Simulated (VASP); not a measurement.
Band structure of Al (space group Fm-3m). These are SCAN meta-GGA, VASP's PBE PAW potentials (set 64) (plane waves; VASP) values and carry that method's errors.

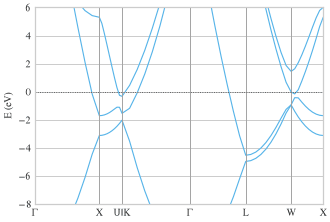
Fig. 1. Bands along high-symmetry lines, zero at the valence-band maximum or, without a gap, the Fermi level

**Question.** Read the plot: is there a gap, and where are the band edges?

**Answer.** It has no gap at this level: it comes out as a metal or semimetal.

The structure comes from a measured Al entry (Fm-3m) of the Crystallography Open Database, whose conditions weren't checked. It was relaxed first.
